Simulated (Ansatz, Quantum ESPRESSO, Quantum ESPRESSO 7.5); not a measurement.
**F-SiC-H chair, 1 layer: response to a perpendicular field**

How does F-SiC-H chair, 1 layer respond to a gate-like field without added charge?

Program: Quantum ESPRESSO 7.5. Level of theory: plane-wave DFT, PBE, GBRV ultrasoft pseudopotentials (geometry and cross-check by Ansatz 0.2.0 with PAW datasets; geometry under PBE). Results are calculated unless marked as measured.

## 1. Starting point

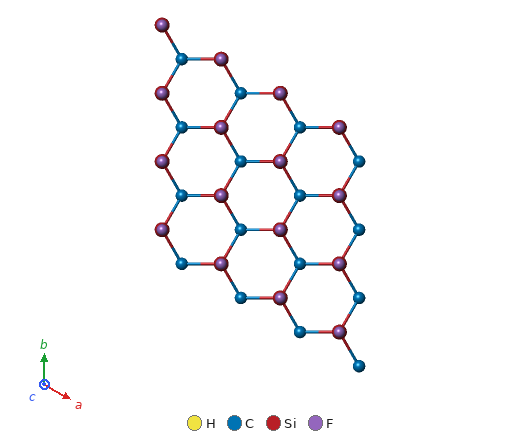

The starting structure, seen from above (hydrogen yellow, carbon blue, silicon red, fluorine purple). 4×4×1 cells are drawn. H lies hidden behind other atoms in this view.

The cell holds 4 atoms: 1 H, 1 C, 1 Si and 1 F. Cell: a = 3.086 Å, b = 3.086 Å, c = 20.373 Å, α = 90.0°, β = 90.0°, γ = 120.0°. Vacuum lies along c.

This sheet is a model structure: its symmetry is held, and its stability is not tested here.

## 2. Geometry from Ansatz

The geometry comes first, from a plane-wave PAW code, so that the later runs on this slab share one structure.

input.yaml reads:

```yaml
crystal:
  lattice:
    - [3.0855, 0.0, 0.0]
    - [-1.54275, 2.6721213834, 0.0]
    - [0.0, 0.0, 20.3733333333]
  atoms:
    - { symbol: H, position: [0.6666666667, 0.3333333333, 0.4172120419] }
    - { symbol: C, position: [0.6666666667, 0.3333333333, 0.4697316754] }
    - { symbol: Si, position: [0.3333333333, 0.6666666667, 0.5003272251] }
    - { symbol: F, position: [0.3333333333, 0.6666666667, 0.5827879581] }
kpoints:
  mp_grid: { grid: [12, 12, 1] }
hamiltonian:
  xc: pbe
scf:
  occupations: { method: fermi_dirac, width: 0.05 }
  convergence: { dr2_threshold: 1.0e-08 }
efield:
  axis: 3
  dipole_correction: true
  ramp_position: 0.97
  ramp_width: 0.04
relax:
  f_tol: 0.01
  cell: { fix: [c, alpha, beta] }
output:
  write_potential: true
  write_density: true
  volumetric_format: npy
```

Run with:

```bash
ansatz run input.yaml --threads 2 --pin off --max-ram 4096MiB --backend cpu --events-out ev --progress --plain --runs-dir out
```

Numbers of over 12 decimals in the logs are rounded to 6 here.

Log:

```text
Warning: relax.cell: scf.convergence.dr2_threshold = 1e-8 eV is looser than the 4e-10 eV advised for a relaxation that steers and ends on the stress (1e-10 eV for each atom of the cell: 4). What an SCF threshold leaves in a stress goes as its square root, and in the free energy as the threshold itself, and one threshold admits the most on a small cell: [figures from the program's tests cut] Set scf.convergence.dr2_threshold to 4e-10 eV or tighter. The threshold is an SCF's pass mark: one that does not reach it within its budget of iterations ends unconverged, or closes short of it on a stop that the run arms, and scf.convergence.dr2_threshold's page says what that costs each kind of run
Engine: ansatz 0.2.0, aarch64-unknown-linux-gnu
Pseudopotentials: kind: paw
Pseudopotential: H, paw, valence charge 1, recommended cutoff 420 eV (normal), H.paw.azcp
Pseudopotential: C, paw, valence charge 4, recommended cutoff 420 eV (normal), C.paw.azcp
Pseudopotential: Si, paw, valence charge 4, recommended cutoff 420 eV (normal), Si.paw.azcp
Pseudopotential: F, paw, valence charge 7, recommended cutoff 420 eV (normal), F.paw.azcp
Functional definition: PBE
  parameter kappa = 0.804
  parameter beta = 0.066725
  exchange = pbe_x(kappa = kappa, mu = beta*pi^2/3)
  correlation = pbe_c(beta = beta)
Crystal: 4 atoms, lattice volume = 167.975 Å³
Basis set: ecut = 420 eV, 3297 PW (Γ), exchange–correlation on 48×48×288 points (8 copies of the dense FFT grid, shifted against one another)
Bands: 12, of which v1, the nominal top of the filled ones, is band 8 counted from 1 (7 counted from 0)
Symmetry: 6 space group operations
Space group: P3m1 (ITA 156), of the structure as read, at distance tolerance 5.5e-5 Å
k-points: 19 of 144 (time reversal used)
Non-local potential: H, projectors of the file, l = 0: 2, l = 1: 1
Non-local potential: C, projectors of the file, l = 0: 2, l = 1: 2, l = 2: 1
Non-local potential: Si, projectors of the file, l = 0: 2, l = 1: 2, l = 2: 2
Non-local potential: F, projectors of the file, l = 0: 2, l = 1: 2, l = 2: 1
PAW form: soft (Blöchl's): semilocal exchange-correlation on the pseudo side does not see the compensation charge
PAW one-centre angular grid: H, 110 points (default); XC on 64 Gauss nodes
PAW one-centre angular grid: C, 110 points (default); XC on 64 Gauss nodes
PAW one-centre angular grid: Si, 110 points (default); XC on 64 Gauss nodes
PAW one-centre angular grid: F, 110 points (default); XC on 64 Gauss nodes
Initial density: superposition of atomic densities (neutral atoms: chi_scale 0, normalization atom), corrected by the library's trained network
Initial wavefunctions: pseudopotential atomic-orbital guess
Functional: x = pbe(κ = 0.804, μ = 0.219515), c = pbe(β = 0.066725)
SCF iter   1: F=—  HF=-1712.392407 eV  |F-HF|=—  |Δ(HF+E_count)|=         —  Δρ=1.93e-3  dr2=2.10e-2  ethr=1.77e-3  p=-0.206 e·Å  D=-2.22e-1 V/Å  ΔV_dip=4.52 eV  dr2_dipole=5.44e-4  V_vac-E_F(+/−)=7.29/2.77 eV  ⟨swp⟩=8.2  Hψ=1870  notcnv=0
efield: sawtooth ramp at fractional position 0.9700 (set: `efield.ramp_position`, or a place that a band, a saddle search or an elastic batch's reference lends), width 0.0400; the density the first Hamiltonian is built on has a dipole p = -0.206 e·Å; the dipole correction subtracts the counter field D = -2.22e-1 V/Å, which shifts the + side's vacuum level by +4.52 eV against the − side's; the planar-averaged density in the ramp window peaks in size at 7.2e-6 e/Å³
preconditioner: auto → none  [insulator: Δε(μ)=3.365 eV  Ē_g=11.333 eV  σ=0.050 eV  W_gap=1.00  n_scr=10 (ndim 8)  ℏωp=10.7 eV  f_vac=0.713  D(μ)=0.00/eV (n_scr^D=0)  ε∞_Penn≈1.9]
SCF iter   2: F=—  HF=-1712.394872 eV  |F-HF|=—  |Δ(HF+E_count)|=   2.47e-3  Δρ=1.91e-3  dr2=1.44e-2  ethr=1.32e-4  p=-0.190 e·Å  D=-2.05e-1 V/Å  ΔV_dip=4.17 eV  dr2_dipole=3.58e-3  V_vac-E_F(+/−)=6.85/2.68 eV  ⟨swp⟩=3.6  Hψ=621  notcnv=0
SCF iter   3: F=—  HF=-1712.391351 eV  |F-HF|=—  |Δ(HF+E_count)|=   3.52e-3  Δρ=6.36e-4  dr2=1.28e-3  ethr=8.98e-5  p=-0.211 e·Å  D=-2.27e-1 V/Å  ΔV_dip=4.62 eV  dr2_dipole=1.17e-6  V_vac-E_F(+/−)=7.18/2.55 eV  ⟨swp⟩=3.2  Hψ=459  notcnv=0
SCF iter   4: F=—  HF=-1712.391658 eV  |F-HF|=—  |Δ(HF+E_count)|=   3.06e-4  Δρ=2.89e-4  dr2=1.72e-4  ethr=8.00e-6  p=-0.217 e·Å  D=-2.33e-1 V/Å  ΔV_dip=4.75 eV  dr2_dipole=1.33e-6  V_vac-E_F(+/−)=7.20/2.45 eV  ⟨swp⟩=2.1  Hψ=432  notcnv=0
SCF iter   5: F=—  HF=-1712.391772 eV  |F-HF|=—  |Δ(HF+E_count)|=   1.15e-4  Δρ=8.10e-5  dr2=9.98e-6  ethr=1.08e-6  p=-0.219 e·Å  D=-2.35e-1 V/Å  ΔV_dip=4.80 eV  dr2_dipole=1.14e-7  V_vac-E_F(+/−)=7.22/2.42 eV  ⟨swp⟩=2.1  Hψ=404  notcnv=0
SCF iter   6: F=—  HF=-1712.391872 eV  |F-HF|=—  |Δ(HF+E_count)|=   1.00e-4  Δρ=1.76e-5  dr2=5.11e-7  ethr=6.24e-8  p=-0.219 e·Å  D=-2.36e-1 V/Å  ΔV_dip=4.81 eV  dr2_dipole=7.13e-9  V_vac-E_F(+/−)=7.23/2.42 eV  ⟨swp⟩=2.4  Hψ=444  notcnv=0
SCF iter   7: F=—  HF=-1712.391874 eV  |F-HF|=—  |Δ(HF+E_count)|=   1.19e-6  Δρ=6.12e-6  dr2=3.68e-8  ethr=3.20e-9  p=-0.219 e·Å  D=-2.36e-1 V/Å  ΔV_dip=4.81 eV  dr2_dipole=9.18e-10  V_vac-E_F(+/−)=7.23/2.42 eV  ⟨swp⟩=2.1  Hψ=362  notcnv=0
SCF iter   8: F=-1712.391874 eV  HF=-1712.391874 eV  |F-HF|=1.47e-9  |Δ(HF+E_count)|=   2.72e-8  Δρ=1.16e-6  dr2=3.58e-9  ethr=6.25e-11  p=-0.219 e·Å  D=-2.36e-1 V/Å  ΔV_dip=4.81 eV  dr2_dipole=2.05e-10  V_vac-E_F(+/−)=7.23/2.42 eV  ⟨swp⟩=10.1  Hψ=1569  notcnv=0
SCF 1 converged in 8 iterations: F = -1712.391874 eV  dr2 = 3.58e-9
  greatest PAW one-centre occupation: 0.932 electrons in one spin orbital (limit 2), on the F atom at site 3 (counted from 0), in its partial waves of l = 0
relax step   1: F+E_penalty+E_count = -1712.39187363 eV  Δ(F+E_penalty+E_count) = +0.000e0 eV  max|allowed force component| = 2.419e0 eV/Å  Δτ_max = 0.0000 Å  P = -0.588 GPa  Ω = 167.975 Å³  fix = [c, alpha, beta]  reactions: c -3.329 GPa  (8 SCF iters, accepted)
Crystal: 4 atoms, lattice volume = 172.774 Å³
Basis set: ecut = 420 eV, 3345 PW (Γ), exchange–correlation on 48×48×288 points (8 copies of the dense FFT grid, shifted against one another)
Initial density: handed on by an earlier stage of this run
Initial wavefunctions: those handed on with the density
iter 1 solved again at ethr=4.52e-4 eV; its pass at ethr=3.10e-3 eV (dr2=7.23e-2 eV) is discarded
SCF iter   1: F=—  HF=-1712.538159 eV  |F-HF|=—  |Δ(HF+E_count)|=         —  Δρ=7.14e-3  dr2=7.33e-2  ethr=4.52e-4  p=-0.226 e·Å  D=-2.36e-1 V/Å  ΔV_dip=4.81 eV  dr2_dipole=1.83e-3  V_vac-E_F(+/−)=7.20/2.39 eV  ⟨swp⟩=1.0  Hψ=1942  notcnv=0
[...]
relax step   6: F+E_penalty+E_count = -1712.56142757 eV  Δ(F+E_penalty+E_count) = -4.437e-3 eV  max|allowed force component| = 1.537e-3 eV/Å  Δτ_max = 0.0000 Å  P = +0.037 GPa  Ω = 172.605 Å³  fix = [c, alpha, beta]  reactions: c -0.002 GPa  stress off target by 5.61e-2 GPa on what of the cell is left free  SCF on the basis re-selected at this cell (its energy is not comparable with the rows above)  (7 SCF iters)
[...]
relax step   7: F+E_penalty+E_count = -1712.56132179 eV  Δ(F+E_penalty+E_count) = +1.058e-4 eV  max|allowed force component| = 8.812e-3 eV/Å  Δτ_max = 0.0004 Å  P = +0.010 GPa  Ω = 172.793 Å³  energy of the carried Pulay correction = -1.456e-4 eV  fix = [c, alpha, beta]  reactions: c -0.002 GPa  (6 SCF iters, accepted)
iter 1 solved again at ethr=1.02e-6 eV; its pass at ethr=3.10e-3 eV (dr2=1.64e-4 eV) is discarded
SCF iter   1: F=—  HF=-1712.561096 eV  |F-HF|=—  |Δ(HF+E_count)|=         —  Δρ=1.39e-5  dr2=2.10e-8  ethr=1.02e-6  p=-0.200 e·Å  D=-2.09e-1 V/Å  ΔV_dip=4.27 eV  dr2_dipole=4.38e-10  V_vac-E_F(+/−)=6.83/2.57 eV  ⟨swp⟩=3.6  Hψ=2552  notcnv=0
efield: sawtooth ramp at fractional position 0.9700 (set: `efield.ramp_position`, or a place that a band, a saddle search or an elastic batch's reference lends), width 0.0400; the density the first Hamiltonian is built on has a dipole p = -0.200 e·Å; the dipole correction subtracts the counter field D = -2.09e-1 V/Å, which shifts the + side's vacuum level by +4.27 eV against the − side's; the planar-averaged density in the ramp window peaks in size at 3.5e-6 e/Å³
eigensolver tolerance schedule: the retry pair's looser diagonalisation over-reported the residual by 7786.82 of it (diagonalisation noise at an unbounded share of the residual, at the tolerance the schedule requests for it); recorded, not acted on — ethr = c·dr2/N_el stays at c = 1.0e-1
preconditioner: auto → none  [insulator: Δε(μ)=3.530 eV  Ē_g=11.556 eV  σ=0.050 eV  W_gap=1.00  n_scr=10 (ndim 8)  ℏωp=10.6 eV  f_vac=0.722  D(μ)=0.00/eV (n_scr^D=0)  ε∞_Penn≈1.8]
SCF iter   2: F=—  HF=-1712.561376 eV  |F-HF|=—  |Δ(HF+E_count)|=   2.80e-4  Δρ=7.76e-6  dr2=2.15e-8  ethr=1.31e-10  p=-0.200 e·Å  D=-2.09e-1 V/Å  ΔV_dip=4.27 eV  dr2_dipole=1.27e-9  V_vac-E_F(+/−)=6.83/2.56 eV  ⟨swp⟩=4.1  Hψ=612  notcnv=0
iter 3 met the thresholds in force, and the SCF goes on: an eigenvalue changes by 75.04 meV, over its tolerance of 3.16 meV (output.eigenvalues, Limitations)
SCF iter   3: F=-1712.561411 eV  HF=-1712.561390 eV  |F-HF|=2.13e-5  |Δ(HF+E_count)|=   1.39e-5  Δρ=4.83e-6  dr2=2.74e-9  ethr=6.25e-11  p=-0.200 e·Å  D=-2.10e-1 V/Å  ΔV_dip=4.27 eV  dr2_dipole=1.08e-10  V_vac-E_F(+/−)=6.83/2.56 eV  ⟨swp⟩=10.8  Hψ=1945  notcnv=0
iter 4 met the thresholds in force, and the SCF goes on: an eigenvalue changes by 45.76 meV, over its tolerance of 3.16 meV (output.eigenvalues, Limitations)
SCF iter   4: F=-1712.561411 eV  HF=-1712.561403 eV  |F-HF|=7.78e-6  |Δ(HF+E_count)|=   1.35e-5  Δρ=2.36e-6  dr2=9.70e-10  ethr=1.71e-11  p=-0.200 e·Å  D=-2.09e-1 V/Å  ΔV_dip=4.27 eV  dr2_dipole=8.47e-11  V_vac-E_F(+/−)=6.83/2.56 eV  ⟨swp⟩=9.6  Hψ=1847  notcnv=0
Mixer restart at iter 4: flushing history
SCF iter   5: F=-1712.561411 eV  HF=-1712.561411 eV  |F-HF|=5.42e-9  |Δ(HF+E_count)|=   7.79e-6  Δρ=1.07e-6  dr2=4.94e-9  ethr=6.06e-12  p=-0.200 e·Å  D=-2.10e-1 V/Å  ΔV_dip=4.27 eV  dr2_dipole=8.32e-10  V_vac-E_F(+/−)=6.83/2.56 eV  ⟨swp⟩=10.1  Hψ=1875  notcnv=0
SCF 8 converged in 5 iterations: F = -1712.561411 eV  dr2 = 4.94e-9
relax step   8: F+E_penalty+E_count = -1712.56141080 eV  Δ(F+E_penalty+E_count) = -8.901e-5 eV  max|allowed force component| = 8.877e-3 eV/Å  Δτ_max = 0.0000 Å  P = +0.011 GPa  Ω = 172.793 Å³  fix = [c, alpha, beta]  reactions: c -0.002 GPa  stress off target by 1.70e-2 GPa on what of the cell is left free  SCF on the basis re-selected at this cell (its energy is not comparable with the rows above)  (5 SCF iters)
basis re-selected at this cell: Δ(F+E_penalty+E_count) = -8.901e-5 eV, ΔP = +0.001 GPa vs the last step (what re-selecting the basis moved, of the pressure what is left beyond the Pulay correction that the steps carried, after the strain that the cell walked since its last selection, with what the two solves' SCF thresholds leave and, on support functions, any second-order correction that the steps lacked; it is no m [...]
WARN: The output density's exchange-correlation potential varies sharply where the density is thin. Do not read a vacuum level from v_tot or v_xc, or from such a field of the output density. On a cell that repeats whose density bears no net charge and no dipole along the vacuum's axis use v_es (v_loc + v_h of the components); under efield.dipole_correction with no amplitude use v_es + v_field, which holds any externa [...]
SCF converged after 5 iterations
an eigenvalue changed by more than its tolerance at an iteration that met the thresholds in force, so the SCF went on 2 times, its first undamped step at iteration 4: the last check found none over its tolerance
Free energy (F): -1712.561411 eV
Harris-Foulkes:  -1712.561411 eV  (|F-HF|=5.42e-9)
Internal energy: -1712.561411 eV  (E = F + TS)
E sigma→0 (E₀):  -1712.561411 eV
Fermi energy:    -2.193208 eV
Dipole field:    D = -0.209465 V/Å  (p = -0.200021 e·Å, saw-weighted, corrected)
Work function:   Φ+ = 6.8312 eV   Φ− = 2.5637 eV
Levels:          The Fermi level and band energies are counted from a zero that moves with the ramp; work functions are not
--- Per-component energies (eV) ---
  E_band       = -179.014480
  E_kinetic    = 355.288062
  E_local      = -6810.698039  (includes V_loc(G=0)·N_el)
  E_nonlocal   = 126.302922
  E_hartree    = 3222.836145
  E_xc         = -193.256115
  E_vxc        = -221.775816  (∫ρ·V_xc dr)
  E_paw        = -813.215429  (= ΣΔE_a)
  E_vpaw       = -76.072554  (= ΣTr[D̂ρ^β])
  E_aug_tail   = 0.000798  (compensation charges beyond the density's cutoff)
  E_efield     = 0.020949  (sawtooth field / dipole correction)
  E_vefield    = 2.264963  (∫n·V_field dr)
  E_ewald      = 2400.159296
  E_smearing   = -0.000000  (= −TS)
  E_closure    = 0.000000  (closes the sum)
  Σ components = -1712.561411   (vs F -1712.561411, Δ=0.00e0)
--- Forces (eV/Å), atoms counted from 1 ---
  atom   1  H     -0.00000000     0.00000000     0.00099461
  atom   2  C      0.00000000    -0.00000000    -0.00736162
  atom   3  Si    -0.00000000     0.00000000     0.00885320
  atom   4  F      0.00000000    -0.00000000    -0.00258329
  max |Σ_I F_I| component: 9.71e-5 eV/Å
--- Stress (GPa, compression-positive) ---
        0.016967      -0.000000      -0.000000
       -0.000000       0.016967      -0.000000
       -0.000000      -0.000000      -0.001785
  P = ⅓ Tr σ = 0.0107 GPa (0.107 kbar)
--- Band table (eV; the first three rows and the last of 19) ---
  k-point 0: bands = [... 4 lower, -7.0388, -7.0388, -3.9748, -3.9748, -0.4409, 0.9659, 1.3809, 2.3712]
  k-point 1: bands = [... 4 lower, -7.0846, -7.0668, -4.4953, -4.0980, -0.3053, 1.1069, 1.6859, 2.5447]
  k-point 2: bands = [... 4 lower, -7.2075, -7.1445, -5.5956, -4.3991, 0.0893, 1.5167, 1.9227, 2.9502]
  k-point 18: bands = [... 4 lower, -8.7474, -8.1661, -7.0017, -6.5709, 2.7860, 3.1662, 4.5137, 5.5635]
--- Relaxed structure (6 steps of the walk, 6 accepted, 2 SCFs on fresh bases) ---
  F+E_penalty+E_count = -1712.56141080 eV   max|allowed force component| = 8.877e-3 eV/Å   (the final SCF, on the basis selected at the relaxed cell)
  cell:  # Å, volume = 172.7933 Å³
    - [3.129443, 0.0, 0]
    - [-1.564721, 2.710177, 0]
    - [0, 0, 20.3733333333]
  atoms:
    - { symbol: H, position: [0.666667, 0.333333, 0.418417] }
    - { symbol: C, position: [0.666667, 0.333333, 0.472768] }
    - { symbol: Si, position: [0.333333, 0.666667, 0.500225] }
    - { symbol: F, position: [0.333333, 0.666667, 0.578649] }
```

It took 16 s on 2 threads of Arm Neoverse V2, shared host; peak memory 0.38 GiB.

Step by step:

```csv
step,energy less that of the first step (eV),largest force component (eV/Å),pressure (GPa),volume (Å³)
1,0.0000,2.4190,-0.59,167.97
2,-0.1262,1.5647,-0.54,172.77
3,-0.1643,0.1785,0.03,172.85
4,-0.1651,0.0252,-0.02,172.63
5,-0.1651,0.0015,0.00,172.61
6*,-0.1696,0.0015,0.04,172.61
7,-0.1694,0.0088,0.01,172.79
8*,-0.1695,0.0089,0.01,172.79
```

Relaxation steps marked * repeat the geometry before them on a plane-wave basis chosen anew for their cell, so energy and pressure can jump there.

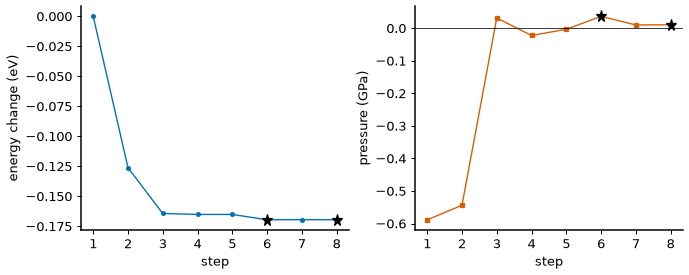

Energy and pressure along the relaxation. Stars mark steps on a basis chosen anew.

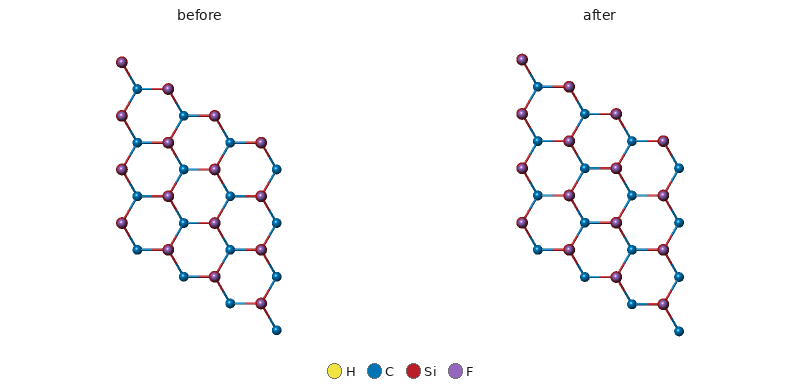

The structure before and after the relaxation, drawn at the same scale.

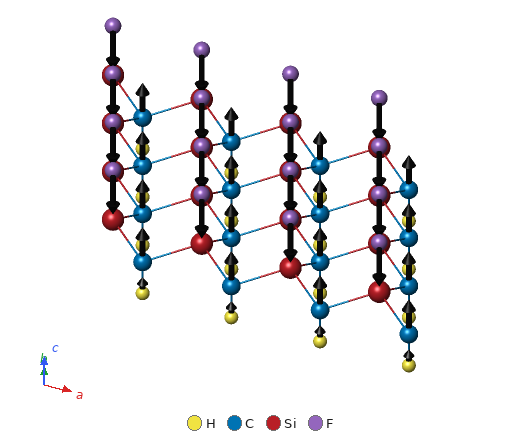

Displacements in the relaxation, exaggerated, measured against the changing cell; the longest in the cell stands for 0.08 Å. 4×4×1 cells are drawn.

```csv
cell as run,before,after,change
a (Å),3.086,3.129,+1.4 %
b (Å),3.086,3.129,+1.4 %
```

The atoms that moved most (Å, along periodic axes as changes of fractional coordinates times the final cell, across vacuum about the mean position):

| atom | dx | dy | dz | length |
| --- | --- | --- | --- | --- |
| F4 | 0.000 | 0.000 | -0.084 | 0.084 |
| C2 | 0.000 | 0.000 | 0.062 | 0.062 |
| H1 | 0.000 | 0.000 | 0.025 | 0.025 |

The relaxed structure:

```xyz
4
Lattice="3.1294 0.0000 0.0000 -1.5647 2.7102 0.0000 0.0000 0.0000 20.3733" Properties=species:S:1:pos:R:3
H     1.5647    0.9034    8.5246
C     1.5647    0.9034    9.6319
Si    0.0000    1.8068   10.1912
F     0.0000    1.8068   11.7890
```

Read from the output:

* free energy: -1712.5614 eV
* Fermi energy: -2.193 eV
* gap by band count: 3.534 eV
* symmetry operations: 6
* dipole along the normal: -0.2000 e·Å
* vacuum level at the upper face over a Fermi level inside the gap: 6.831 eV
* vacuum level at the lower face over a Fermi level inside the gap: 2.564 eV

(Continued in part 2 of 6.)

[Logs are printed without paths, hosts, clocks, repeated set-up lines and the standing remarks that a program may print on its own settings, such as how far it seeks lower states.]

[Hosts, paths, dates, database ids (printed as entryN), source tags and the programs' standing remarks are cut or masked in the printed files.]

[Maps of the electrostatic potential energy from Ansatz leave out the sawtooth potential of an applied field or a dipole correction, so their vacuum need not be flat; planar profiles and work functions include it.]
